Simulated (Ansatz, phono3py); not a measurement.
**Phonon transport in SrO (Fm-3m)**

Aim: the lattice thermal conductivity of SrO against temperature, and which phonons carry it.

Experimental results on record:
- thermal conductivity 12 W/m/K near room temperature (given in “Combining the AFLOW GIBBS and Elastic Libraries to efficiently and robustly screen thermo-mechanical properties of solids”, 2017, arXiv:1611.05714)
- thermal conductivity 12 W/m/K near room temperature (given in “Predicting the lattice thermal conductivity of solids by solving the Boltzmann transport equation: AFLOW - AAPL an automated, accurate and efficient framework”, 2017, arXiv:1611.05481)

Method: DFT LDA, scalar-relativistic, plane waves, PAW; PAW set soft_1, in Ansatz 0.2.0.

The database entry behind the starting cell differs from later determinations by our own check (about 0.5 % short), so it need not match the best structure at ambient conditions.

### 1. The starting structure

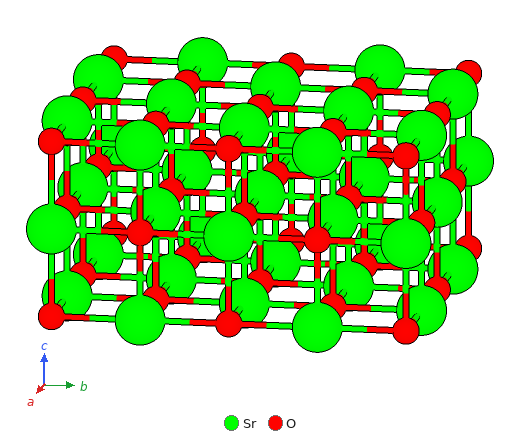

The starting structure, seen slightly off an axis (strontium green, oxygen red). 2×2×1 cells are drawn. This picture shows the conventional cell, with its axes. Some periodic images of atoms are drawn too.

### 2. Probe on a coarse mesh

Before spending time, one coarse run tells the gap and the pressure of the starting cell.

input.yaml reads:

```yaml
crystal:
  lattice:
    - [0.0, 2.5663, 2.5663]
    - [2.5663, 0.0, 2.5663]
    - [2.5663, 2.5663, 0.0]
  atoms:
    - { symbol: Sr, position: [0.5, 0.5, 0.5] }
    - { symbol: O, position: [0.0, 0.0, 0.0] }
kpoints:
  mp_grid: { grid: [6, 6, 6] }
hamiltonian:
  xc: lda
  pseudopotentials: { kind: paw, azcp: { folder: soft_1 }, xc_functional: pbe }
scf:
  occupations: { method: gaussian, width: 0.1 }
  lower_state_search: "off"
output:
  forces: true
  stress: true
  eigenvalues: true
```

Command:

```
$ ansatz run input.yaml --threads 8 --pin off --max-ram 19456MiB --backend cpu --events-out ev --progress --plain --runs-dir out
```

Numbers of over 12 decimals in the logs are rounded to 6 here.

The log of the run:

```text
Engine: ansatz 0.2.0, aarch64-unknown-linux-gnu
Pseudopotentials: kind: paw
Pseudopotential: Sr, paw, valence charge 10, recommended cutoff 420 eV (normal), soft_1/Sr.paw.azcp
Pseudopotential: O, paw, valence charge 6, recommended cutoff 420 eV (normal), soft_1/O.paw.azcp
Functional definition: SPW92
  exchange = slater_x
  correlation = pw_c
Crystal: 2 atoms, lattice volume = 33.803 Å³
Basis set: ecut = 420 eV, 645 PW (Γ)
Bands: 12, of which v1, the nominal top of the filled ones, is band 8 counted from 1 (7 counted from 0)
Symmetry: 48 space group operations
Space group: Fm-3m (ITA 225), of the structure as read, at distance tolerance 3.2e-5 Å
k-points: 16 of 216
Non-local potential: Sr, projectors of the file, l = 0: 3, l = 1: 2, l = 2: 2
Non-local potential: O, projectors of the file, l = 0: 2, l = 1: 2, l = 2: 1
PAW form: soft (Blöchl's): semilocal exchange-correlation on the pseudo side does not see the compensation charge
PAW frozen core: Sr, regenerated for the run's functional, and the local potential with it (the file was generated under x = pbe(κ = 0.804, μ = 0.219515), c = pbe(β = 0.066725))
PAW frozen core: O, regenerated for the run's functional, and the local potential with it (the file was generated under x = pbe(κ = 0.804, μ = 0.219515), c = pbe(β = 0.066725))
PAW one-centre angular grid: Sr, 110 points (default); XC on 64 Gauss nodes
PAW one-centre angular grid: O, 110 points (default); XC on 64 Gauss nodes
Initial density: superposition of atomic densities (chi_scale 0.1, normalization cell, long waves kept (reshape's long-wave potential 0.00 eV rms))
Initial wavefunctions: pseudopotential atomic-orbital guess
Functional: x = slater, c = lda
SCF iter   1: F=—  HF=-4003.435330 eV  |F-HF|=—  |Δ(HF+E_count)|=         —  Δρ=9.86e-2  dr2=2.80e0  ethr=3.10e-3  ⟨swp⟩=8.4  Hψ=1504  notcnv=0
preconditioner: auto → none  [insulator: Δε(μ)=1.840 eV  Ē_g=15.828 eV  σ=0.100 eV  W_gap=1.00  n_scr=8 (ndim 8)  ℏωp=23.9 eV  f_vac=0.000  D(μ)=0.00/eV (n_scr^D=0)  ε∞_Penn≈3.3]
SCF iter   2: F=—  HF=-4002.818195 eV  |F-HF|=—  |Δ(HF+E_count)|=   6.17e-1  Δρ=1.52e-2  dr2=6.43e-2  ethr=3.10e-3  ⟨swp⟩=2.9  Hψ=509  notcnv=0
SCF iter   3: F=—  HF=-4002.828117 eV  |F-HF|=—  |Δ(HF+E_count)|=   9.92e-3  Δρ=6.15e-3  dr2=1.07e-2  ethr=4.02e-4  ⟨swp⟩=2.8  Hψ=327  notcnv=0
SCF iter   4: F=—  HF=-4002.832089 eV  |F-HF|=—  |Δ(HF+E_count)|=   3.97e-3  Δρ=8.99e-4  dr2=3.21e-4  ethr=6.69e-5  ⟨swp⟩=1.0  Hψ=192  notcnv=0
SCF iter   5: F=—  HF=-4002.832115 eV  |F-HF|=—  |Δ(HF+E_count)|=   2.57e-5  Δρ=1.36e-4  dr2=7.54e-6  ethr=2.00e-6  ⟨swp⟩=2.5  Hψ=306  notcnv=0
SCF iter   6: F=—  HF=-4002.832121 eV  |F-HF|=—  |Δ(HF+E_count)|=   5.89e-6  Δρ=3.61e-5  dr2=5.66e-7  ethr=4.71e-8  ⟨swp⟩=2.3  Hψ=283  notcnv=0
SCF iter   7: F=-4002.832121 eV  HF=-4002.832121 eV  |F-HF|=1.50e-8  |Δ(HF+E_count)|=   2.10e-7  Δρ=6.36e-6  dr2=1.81e-8  ethr=6.25e-10  ⟨swp⟩=7.1  Hψ=1100  notcnv=0
SCF 1 converged in 7 iterations: F = -4002.832121 eV  dr2 = 1.81e-8
  greatest PAW one-centre occupation: 0.986 electrons in one spin orbital (limit 2), on the Sr atom at site 0 (counted from 0), in its partial waves of l = 0
SCF converged after 7 iterations
Free energy (F): -4002.832121 eV
Harris-Foulkes:  -4002.832121 eV  (|F-HF|=1.50e-8)
Internal energy: -4002.832121 eV  (E = F + TS)
E sigma→0 (E₀):  -4002.832121 eV
Fermi energy:    9.180079 eV
--- Per-component energies (eV) ---
  E_band       = -61.066504
  E_kinetic    = 402.749776
  E_local      = -881.092180  (includes V_loc(G=0)·N_el)
  E_nonlocal   = 291.560367
  E_hartree    = 231.352177
  E_xc         = -245.906035
  E_vxc        = -248.600982  (∫ρ·V_xc dr)
  E_paw        = -2743.770826  (= ΣΔE_a)
  E_vpaw       = -88.389229  (= ΣTr[D̂ρ^β])
  E_aug_tail   = 0.000763  (compensation charges beyond the density's cutoff)
  E_ewald      = -1058.117221
  E_core_change = 0.391056  (= ΣΔE_core)
  E_smearing   = -0.000000  (= −TS)
  E_closure    = -0.000000  (closes the sum)
  Σ components = -4002.832121   (vs F -4002.832121, Δ=0.00e0)
--- Forces (eV/Å), atoms counted from 1 ---
  atom   1  Sr    -0.00000000     0.00000000     0.00000000
  atom   2  O     -0.00000000    -0.00000000    -0.00000000
  max |Σ_I F_I| component: 4.80e-30 eV/Å
--- Stress (GPa, compression-positive) ---
       -3.811669       0.000000      -0.000000
        0.000000      -3.811669      -0.000000
       -0.000000       0.000000      -3.811669
  P = ⅓ Tr σ = -3.8117 GPa (-38.117 kbar)
--- Band table (eV; the first three rows and the last of 16) ---
  k-point 0: bands = [... 4 lower, -6.1246, 7.6029, 7.6029, 7.6029, 11.4511, 13.7820, 13.7820, 13.7820]
  k-point 1: bands = [... 4 lower, -5.6043, 6.8543, 7.2731, 7.2731, 12.6226, 13.5475, 14.3225, 14.3225]
  k-point 2: bands = [... 4 lower, -5.0535, 5.8028, 6.7089, 6.7089, 13.7279, 14.7502, 15.6463, 15.6463]
  k-point 15: bands = [... 4 lower, -5.6825, 6.7101, 7.1723, 7.2817, 12.1566, 15.1148, 16.1337, 18.7275]
```

Elapsed: 0.82 s, on 8 threads of Arm Neoverse V1, shared host; peak memory 0.26 GiB; 1.4 s of CPU time.

The column dr2 measures how far the density is from self-consistency, as an energy; F and HF (Harris–Foulkes) agree once it is small.

A gap read on the k-mesh alone can miss the band edges.

This step gave:

```yaml
pressure: -3.812 GPa
gap_on_the_k_mesh: 3.154 eV
volume_per_atom: 16.90 Å³/atom
```

The start is under -3.8 GPa at this level and looks like an insulator or semiconductor on this mesh.

### 3. Relaxation

The vibrations must be taken about the equilibrium of this functional, not about the starting cell, so the structure is relaxed.

input.yaml, the sections that differ from step 2:

```yaml
kpoints:
  mp_grid: { grid: [8, 8, 8] }
scf:
  occupations: { method: gaussian, width: 0.02 }
  lower_state_search: "off"
relax:
  adjacent_minimum: "off"
  f_tol: 0.005
  max_steps: 80
  cell: { stress_tol: 0.05 }
# crystal, hamiltonian, output: as in step 2
```

The log of the run:

```text
[...]
Crystal: 2 atoms, lattice volume = 33.803 Å³
Basis set: ecut = 420 eV, 645 PW (Γ)
Bands: 12, of which v1, the nominal top of the filled ones, is band 8 counted from 1 (7 counted from 0)
Symmetry: 48 space group operations
[...]
k-points: 29 of 512
[...]
SCF iter   1: F=—  HF=-4003.435648 eV  |F-HF|=—  |Δ(HF+E_count)|=         —  Δρ=9.87e-2  dr2=2.80e0  ethr=3.10e-3  ⟨swp⟩=9.0  Hψ=2826  notcnv=0
[...]
SCF iter   7: F=-4002.832283 eV  HF=-4002.832283 eV  |F-HF|=1.84e-8  |Δ(HF+E_count)|=   2.21e-7  Δρ=7.07e-6  dr2=2.21e-8  ethr=6.25e-10  ⟨swp⟩=6.4  Hψ=1897  notcnv=0
SCF 1 converged in 7 iterations: F = -4002.832283 eV  dr2 = 2.21e-8
[...]
relax step   1: F+E_penalty+E_count = -4002.83228254 eV  Δ(F+E_penalty+E_count) = +0.000e0 eV  max|allowed force component| = 8.447e-30 eV/Å  Δτ_max = 0.0000 Å  P = -3.812 GPa  Ω = 33.803 Å³  (7 SCF iters, dr2 threshold 1.00e-7 eV, accepted)
Crystal: 2 atoms, lattice volume = 31.205 Å³
Basis set: ecut = 420 eV, 609 PW (Γ)
[...]
iter 1 solved again at ethr=2.09e-5 eV; its pass at ethr=3.10e-3 eV (dr2=3.35e-3 eV) is discarded
[...]
SCF iter   6: F=-4002.834867 eV  HF=-4002.834867 eV  |F-HF|=5.46e-12  |Δ(HF+E_count)|=  1.56e-10  Δρ=6.88e-7  dr2=5.82e-11  ethr=1.84e-11  ⟨swp⟩=2.1  Hψ=1210  notcnv=0
SCF 2 converged in 6 iterations: F = -4002.834867 eV  dr2 = 5.82e-11
[...]
relax step   2: F+E_penalty+E_count = -4002.83486681 eV  Δ(F+E_penalty+E_count) = -2.584e-3 eV  max|allowed force component| = 4.059e-30 eV/Å  Δτ_max = 0.0000 Å  P = +4.768 GPa  Ω = 31.205 Å³  energy of the carried Pulay correction = +5.456e-3 eV  (6 SCF iters, dr2 threshold 2.00e-7 eV, rejected (line search))
Crystal: 2 atoms, lattice volume = 32.597 Å³
[...]
SCF iter   7: F=-4002.850571 eV  HF=-4002.850571 eV  |F-HF|=9.09e-13  |Δ(HF+E_count)|=  1.64e-11  Δρ=3.73e-8  dr2=1.28e-13  ethr=1.00e-12  ⟨swp⟩=7.0  Hψ=1638  notcnv=0
SCF 3 converged in 7 iterations: F = -4002.850571 eV  dr2 = 1.28e-13
relax step   3: F+E_penalty+E_count = -4002.85057103 eV  Δ(F+E_penalty+E_count) = -1.829e-2 eV  max|allowed force component| = 4.299e-29 eV/Å  Δτ_max = 0.0000 Å  P = -0.276 GPa  Ω = 32.597 Å³  energy of the carried Pulay correction = +2.479e-3 eV  (7 SCF iters, accepted)
[...]
relax step   4: F+E_penalty+E_count = -4002.85083355 eV  Δ(F+E_penalty+E_count) = -2.625e-4 eV  max|allowed force component| = 4.773e-29 eV/Å  Δτ_max = 0.0000 Å  P = +0.018 GPa  Ω = 32.507 Å³  energy of the carried Pulay correction = +2.669e-3 eV  (6 SCF iters, dr2 threshold 1.90e-7 eV, accepted)
[...]
relax step   5: F+E_penalty+E_count = -4002.84856541 eV  Δ(F+E_penalty+E_count) = +2.268e-3 eV  max|allowed force component| = 4.063e-29 eV/Å  Δτ_max = 0.0000 Å  P = -0.094 GPa  Ω = 32.507 Å³  stress off target by 9.42e-2 GPa  SCF on the basis re-selected at this cell (its energy is not comparable with the rows above)  (6 SCF iters)
[...]
relax step   6: F+E_penalty+E_count = -4002.84863402 eV  Δ(F+E_penalty+E_count) = -6.860e-5 eV  max|allowed force component| = 2.169e-29 eV/Å  Δτ_max = 0.0000 Å  P = -0.002 GPa  Ω = 32.479 Å³  energy of the carried Pulay correction = +6.011e-5 eV  (7 SCF iters, dr2 threshold 2.22e-8 eV, accepted)
[...]
SCF iter   1: F=—  HF=-4002.848633 eV  |F-HF|=—  |Δ(HF+E_count)|=         —  Δρ=2.33e-6  dr2=1.98e-9  ethr=1.17e-6  ⟨swp⟩=3.1  Hψ=3920  notcnv=0
eigensolver tolerance schedule: the retry pair's looser diagonalisation over-reported the residual by 94632.96 of it (diagonalisation noise at an unbounded share of the residual, at the tolerance the schedule requests for it); recorded, not acted on — ethr = c·dr2/N_el stays at c = 1.0e-1
SCF iter   2: F=—  HF=-4002.848634 eV  |F-HF|=—  |Δ(HF+E_count)|=   7.60e-7  Δρ=2.16e-6  dr2=1.54e-9  ethr=1.24e-11  ⟨swp⟩=4.1  Hψ=965  notcnv=0
[...]
SCF iter  11: F=-4002.848634 eV  HF=-4002.848634 eV  |F-HF|=4.55e-13  |Δ(HF+E_count)|=  9.09e-13  Δρ=2.94e-9  dr2=1.48e-15  ethr=1.00e-12  ⟨swp⟩=4.0  Hψ=1357  notcnv=0
SCF 7 converged in 11 iterations: F = -4002.848634 eV  dr2 = 1.48e-15
relax step   7: F+E_penalty+E_count = -4002.84863402 eV  Δ(F+E_penalty+E_count) = +9.095e-13 eV  max|allowed force component| = 1.972e-29 eV/Å  Δτ_max = 0.0000 Å  P = -0.003 GPa  Ω = 32.479 Å³  stress off target by 3.47e-3 GPa  SCF on the basis re-selected at this cell (its energy is not comparable with the rows above)  (11 SCF iters)
[...]
SCF converged after 11 iterations
Free energy (F): -4002.848634 eV
[...]
Internal energy: -4002.848634 eV  (E = F + TS)
E sigma→0 (E₀):  -4002.848634 eV
Fermi energy:    9.617692 eV
[...]
--- Stress (GPa, compression-positive) ---
       -0.003466      -0.000000      -0.000000
       -0.000000      -0.003466      -0.000000
       -0.000000      -0.000000      -0.003466
  P = ⅓ Tr σ = -0.0035 GPa (-0.035 kbar)
--- Band table (eV; the first three rows and the last of 29) ---
  k-point 0: bands = [... 4 lower, -5.4913, 8.0558, 8.0558, 8.0558, 12.1970, 14.3207, 14.3207, 14.3207]
  k-point 1: bands = [... 4 lower, -5.1496, 7.5756, 7.8423, 7.8423, 12.9221, 14.1431, 14.6439, 14.6439]
  k-point 2: bands = [... 4 lower, -4.6550, 6.6998, 7.3848, 7.3848, 14.0888, 14.4847, 15.5277, 15.5277]
  k-point 28: bands = [... 4 lower, -4.8650, 6.8544, 7.6885, 7.6885, 14.1022, 14.1022, 17.0724, 19.6717]
--- Relaxed structure (5 steps of the walk, 4 accepted, 2 SCFs on fresh bases) ---
  F+E_penalty+E_count = -4002.84863402 eV   max|allowed force component| = 1.972e-29 eV/Å   (the final SCF, on the basis selected at the relaxed cell)
  cell:  # Å, volume = 32.4785 Å³
    - [0, 2.532341, 2.532341]
    - [2.532341, 0, 2.532341]
    - [2.532341, 2.532341, 0]
  atoms:
    - { symbol: Sr, position: [0.500000, 0.500000, 0.500000] }
    - { symbol: O, position: [0, 0, 0] }
```

Elapsed: 1.6 s, on 8 threads; peak memory 0.29 GiB; 8.1 s of CPU time.

Step by step:

```csv
step,energy less that of the first step (eV),largest force component (eV/Å),pressure (GPa),volume (Å³)
1,0.0000,0.0000,-3.81,33.80
2,-0.0026,0.0000,4.77,31.21
3,-0.0183,0.0000,-0.28,32.60
4,-0.0186,0.0000,0.02,32.51
5*,-0.0163,0.0000,-0.09,32.51
6,-0.0164,0.0000,0.00,32.48
7*,-0.0164,0.0000,0.00,32.48
```

Relaxation steps marked * repeat the geometry before them on a plane-wave basis chosen anew for their cell, so energy and pressure can jump there. Relaxation step 2 was tried and not accepted.

Forces are held to the 48 operations that the run works with; a distortion that breaks them can't arise in this run.

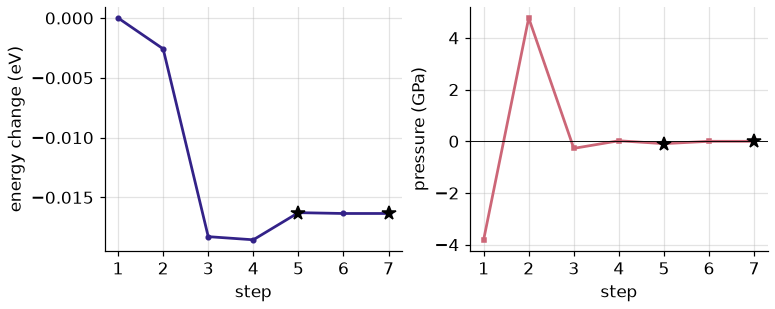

Energy and pressure along the relaxation. Stars mark steps on a basis chosen anew.

```csv
"conventional cell, symmetrised",before,after,change
a (Å),5.133,5.065,-1.3 %
b (Å),5.133,5.065,-1.3 %
c (Å),5.133,5.065,-1.3 %
volume (Å³/atom),16.90,16.24,-3.9 %
```

Final coordinates:

```cif
data_structure
_symmetry_space_group_name_H-M 'P 1'
_symmetry_Int_Tables_number 1
_cell_length_a 3.5813
_cell_length_b 3.5813
_cell_length_c 3.5813
_cell_angle_alpha 60.000
_cell_angle_beta 60.000
_cell_angle_gamma 60.000
_cell_volume 32.48
loop_
_atom_site_label
_atom_site_type_symbol
_atom_site_fract_x
_atom_site_fract_y
_atom_site_fract_z
_atom_site_occupancy
Sr1 Sr 0.50000 0.50000 0.50000 1
O2 O 0.00000 0.00000 0.00000 1
```

Numbers from this step:

* pressure: -0.003466 GPa
* gap on the k-mesh: 3.124 eV
* volume per atom: 16.24 Å³/atom

The relaxation ends with a pressure of 0.00 GPa.

### 4. Relaxing to small residual forces and stress

The relaxation is repeated with tighter thresholds on force and stress, since phonons are sensitive to what is left; a change of mesh or smearing in the input moves the cell too.

input.yaml, the sections that differ from step 3:

```yaml
crystal:
  lattice:
    - [0.0, 2.5323410288, 2.5323410288]
    - [2.5323410288, 0.0, 2.5323410288]
    - [2.5323410288, 2.5323410288, 0.0]
  atoms:
    - { symbol: Sr, position: [0.5, 0.5, 0.5] }
    - { symbol: O, position: [0.0, 0.0, 0.0] }
kpoints:
  mp_grid: { grid: [9, 9, 9] }
scf:
  occupations: { method: fixed }
  lower_state_search: "off"
relax:
  adjacent_minimum: "off"
  f_tol: 0.001
  max_steps: 60
  cell: { stress_tol: 0.01 }
# hamiltonian, output: as in step 3
```

The log of the run:

```text
[...]
Crystal: 2 atoms, lattice volume = 32.479 Å³
Basis set: ecut = 420 eV, 609 PW (Γ)
Bands: 12, of which v1, the nominal top of the filled ones, is band 8 counted from 1 (7 counted from 0)
Symmetry: 48 space group operations
[...]
k-points: 35 of 729
[...]
k-point 34: bands = [... 4 lower, -4.8649, 6.8443, 7.5704, 7.6980, 13.6264, 14.7091, 17.1202, 19.3514]
--- Relaxed structure (1 steps of the walk, 1 accepted, 1 SCFs on fresh bases) ---
[...]
cell:  # Å, volume = 32.4785 Å³
    - [0.0, 2.5323410288, 2.5323410288]
    - [2.5323410288, 0.0, 2.5323410288]
    - [2.5323410288, 2.5323410288, 0.0]
  atoms:
    - { symbol: Sr, position: [0.5, 0.5, 0.5] }
    - { symbol: O, position: [0.0, 0.0, 0.0] }
[key lines of the parts left out:]
SCF converged after 7 iterations
Free energy (F): -4002.848641 eV
Fermi energy:    8.055780 eV
P = ⅓ Tr σ = -0.0037 GPa (-0.037 kbar)
```

It took 0.59 s on 8 threads; peak memory 0.28 GiB; 2.7 s of CPU time.

Little changed from the start: no atom moved by 0.005 Å and no cell edge by 0.1 %.

Numbers from this step:

```
pressure          : -0.003654 GPa
gap on the k-mesh : 3.184 eV
```

The residual pressure is -0.0037 GPa, small enough for phonons.

### 5. An input with a fault

This input was changed on purpose, to see how the program answers.

input.yaml, the sections that differ from step 4:

```yaml
kpoints:
  mp_grid: { grid: [6, 6, 6] }
scf:
  occupations: { method: fixed }
  lower_state_search: "off"
  max_iter: 80
output:
  eigenvalues: true
phonons:
  supercell: [2, 2, 2]
  dielectric: false
  third_order: { supercell: [2, 2, 2], pair_cutoff: "4 eV" }
  lattice_thermal_conductivity:
    qmesh: [11, 11, 11]
    temperatures: [300]
    isotope_mass_variance:
      - { species: O, variance: 3.359e-05 }
      - { species: Sr, variance: 6.1e-05 }
# crystal, hamiltonian: as in step 4
# relax: removed
```

The log of the run:

```text
Error: YAML parse error: error: line 23 column 53: expected [length], got [energy] (`eV`)
  --> <input>:23:53
   |
21 |   supercell: [2, 2, 2]
22 |   dielectric: false
23 |   third_order: { supercell: [2, 2, 2], pair_cutoff: "4 eV" }
   |                                                     ^ expected [length], got [energy] (`eV`)
24 |   lattice_thermal_conductivity:
25 |     qmesh: [11, 11, 11]
   |
```

The job ended after 0.02 s (8 threads; peak memory 0.023 GiB).

The program refused the input before any cycle.

The program's message: “Error: YAML parse error: error: line 23 column 53: expected [length], got [energy] (`eV`)
  --> <input>:23:53
   |
21 |   supercell: [2, 2, 2]
22 |   dielectric: false
23 |   third_order: { supercell: …”

The fault put into the input: a cutoff in a unit of energy.

(Part 1 of 3 ends here.)

[Logs are printed without paths, hosts, clocks, repeated set-up lines and the standing remarks that a program may print on its own settings, such as how far it seeks lower states.]

[Hosts, paths, dates, database ids (printed as entryN), source tags and the programs' standing remarks are cut or masked in the printed files.]

[A step with changed settings may run another functional than the one named; its input shows which.]
